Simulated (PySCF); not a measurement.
**Geometry relaxation, with input and output: CH6Si**

- system: CH6Si
- method: RKS PBE0-D4/def2-TZVP, density fitting (PySCF 2.14.0)

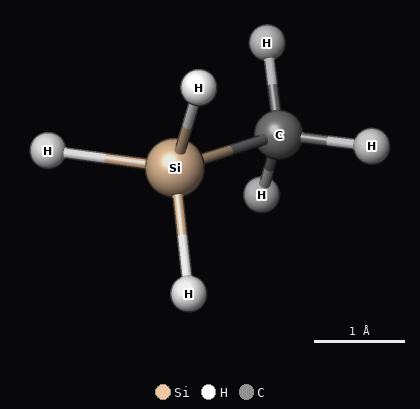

Fig. 1: The input geometry (ball-and-stick view, seen at a tilt).

Results in brief:

```json
{"quantity": "outcome", "value": "converged"}
{"quantity": "total energy", "value": "−9008.4172 eV"}
{"quantity": "largest force (length of the vector) at the end", "value": "0.002 eV/Å"}
{"quantity": "hardware", "value": "4 threads of Arm Neoverse V2, 23 GiB of memory available, shared host"}
{"quantity": "wall time", "value": "8.7 s (CPU time 29 s)"}
{"quantity": "peak memory", "value": "0.99 GiB"}
```

Input file:
```python
import json, numpy as np
from pyscf import gto, scf, dft, mp, cc
EV, BOHR = 27.211386245988, 0.529177210903
mol = gto.M(atom="""
Si -0.673876 1.359591 0.475590
H -0.974732 2.764049 0.865087
H -0.936226 0.482547 1.648209
H 0.776727 1.273409 0.150352
C -1.711737 0.841830 -0.991156
H -1.477113 -0.182614 -1.288629
H -1.526244 1.495788 -1.846327
H -2.775886 0.891407 -0.749682
""", basis="def2-tzvp", charge=0, spin=0, max_memory=8670, verbose=0)
def mean_field(mol, dm=None):
    mf = dft.RKS(mol, xc="pbe0").density_fit()
    mf.conv_tol = 1e-9; mf.grids.level = 4
    mf.kernel(dm0=dm)
    if not mf.converged: mf = mf.newton().run(mf.mo_coeff, mf.mo_occ)
    assert mf.converged
    return mf
def d4(mol):
    from pyscf.dispersion.dftd4 import DFTD4Dispersion
    real = gto.M(atom=[(mol.atom_pure_symbol(i), mol.atom_coord(i)) for i in range(8)], unit='B', charge=mol.charge, spin=None, basis='def2-svp', verbose=0)
    r = DFTD4Dispersion(real, xc="pbe0", atm=True).get_dispersion(grad=True); return r["energy"], r["gradient"]
def energy_and_gradient(mol, dm=None):
    mf = mean_field(mol, dm); e, g = d4(mol)
    return mf, (mf.e_tot + e) * EV, (mf.nuc_grad_method().kernel()[:8] + g) * EV / BOHR
out = {}
# rational-function steps on a BFGS-updated Hessian; the first Hessian (eV/A^2) comes from GFN2-xTB
H = np.load("h0.npy"); x = mol.atom_coords(unit="A").ravel(); dm = old = None; trust = 0.2; steps = []
for it in range(90):
    mol.set_geom_(x.reshape(-1, 3), unit="A"); mf, e, g = energy_and_gradient(mol, dm); g = g.ravel(); dm = mf.make_rdm1()
    print(f"relax step {it + 1}: E = {e:.6f} eV, largest force component {abs(g).max():.4f} eV/A", flush=True); steps.append([e, x.reshape(-1, 3).tolist(), (-g).reshape(-1, 3).tolist()])
    if abs(g).max() < 0.008: out['converged'] = True; break
    if old is not None:
        s, z = x - old[0], g - old[1]
        if s @ z > 1e-8: H = H + np.outer(z, z) / (s @ z) - np.outer(H @ s, H @ s) / (s @ H @ s)
        trust = max(0.03, trust / 2) if e > old[2] + 1e-4 else min(0.35, trust * 1.3)
    w, V = np.linalg.eigh(H); w = np.maximum(abs(w), 0.08); f = V.T @ g; M = np.diag(np.append(w, 0.0)); M[-1, :-1] = M[:-1, -1] = f
    dx = V @ (-f / (w - np.linalg.eigvalsh(M)[0])); big = np.linalg.norm(dx.reshape(-1, 3), axis=1).max(); dx *= min(1, trust / big)
    old = (x, g, e); x = x + dx
out.update(energy=e, forces=steps[-1][2], positions=steps[-1][1], steps=steps)
out['s2'] = mf.spin_square()[0]; out['nelec'] = mol.nelec
print(f"Total energy {out['energy']:.6f} eV, <S^2> {out['s2']:.4f}")
json.dump(out, open("out.json", "w"), default=float)
```

Command:
```bash
OMP_NUM_THREADS=4 python run.py
```

The program's output:
```
relax step 1: E = -9008.417055 eV, largest force component 0.0509 eV/A
relax step 2: E = -9008.417160 eV, largest force component 0.0118 eV/A
relax step 3: E = -9008.417175 eV, largest force component 0.0020 eV/A
```

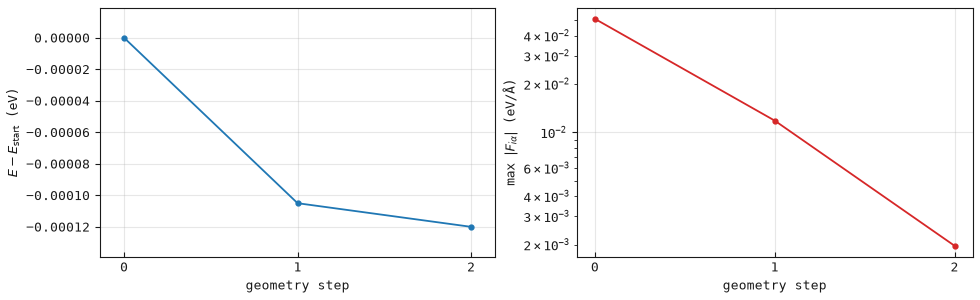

Fig. 2: Progress of the relaxation, step by step (the first geometry is step 0 here and step 1 in the log). Over 2 geometry steps the energy falls by next to nothing (0.0 eV). The largest force component goes from 0.051 to 0.002 eV/Å. The largest moves after the best rigid fit, 0.007 Å, are those of H2, H6 and H7. Largest moves by element: H 0.007 Å, Si 0.003 Å, C 0.001 Å. (Atoms are counted from 1 in the order of the input.)

```
Total energy -9008.417175 eV, <S^2> 0.0000
```

Trajectory as extended XYZ (Å, eV, eV/Å), 3 frames, from step=1 to step=3:
```
8
Properties=species:S:1:pos:R:3:forces:R:3 step=1 energy=-9008.41705
Si   -0.6739    1.3596    0.4756    0.0509   0.0198  -0.0008
H    -0.9747    2.7640    0.8651   -0.0108  -0.0040   0.0047
H    -0.9362    0.4825    1.6482   -0.0123  -0.0046   0.0036
H     0.7767    1.2734    0.1504   -0.0148  -0.0024  -0.0014
C    -1.7117    0.8418   -0.9912   -0.0085  -0.0008  -0.0022
H    -1.4771   -0.1826   -1.2886   -0.0073   0.0037  -0.0026
H    -1.5262    1.4958   -1.8463   -0.0017  -0.0091   0.0054
H    -2.7759    0.8914   -0.7497    0.0046  -0.0027  -0.0069
8
Properties=species:S:1:pos:R:3:forces:R:3 step=2 energy=-9008.41716
Si   -0.6710    1.3608    0.4748   -0.0118  -0.0042   0.0081
H    -0.9789    2.7625    0.8685    0.0025   0.0005  -0.0013
H    -0.9370    0.4810    1.6454    0.0046   0.0010  -0.0018
H     0.7780    1.2758    0.1478    0.0047   0.0015   0.0003
C    -1.7110    0.8418   -0.9907    0.0028   0.0022  -0.0041
H    -1.4807   -0.1842   -1.2858   -0.0011   0.0000   0.0001
H    -1.5235    1.4920   -1.8480   -0.0012  -0.0020  -0.0021
H    -2.7750    0.8953   -0.7502   -0.0005   0.0008   0.0005
8
Properties=species:S:1:pos:R:3:forces:R:3 step=3 energy=-9008.41718
Si   -0.6713    1.3605    0.4749   -0.0020  -0.0006   0.0006
H    -0.9799    2.7619    0.8691    0.0004   0.0000   0.0001
H    -0.9351    0.4797    1.6451    0.0008   0.0000  -0.0004
H     0.7780    1.2776    0.1477    0.0008   0.0006   0.0001
C    -1.7110    0.8417   -0.9911    0.0000  -0.0007  -0.0004
H    -1.4826   -0.1852   -1.2847   -0.0004   0.0001   0.0004
H    -1.5220    1.4901   -1.8494    0.0001   0.0000  -0.0006
H    -2.7751    0.8975   -0.7513    0.0003   0.0005  -0.0001
```
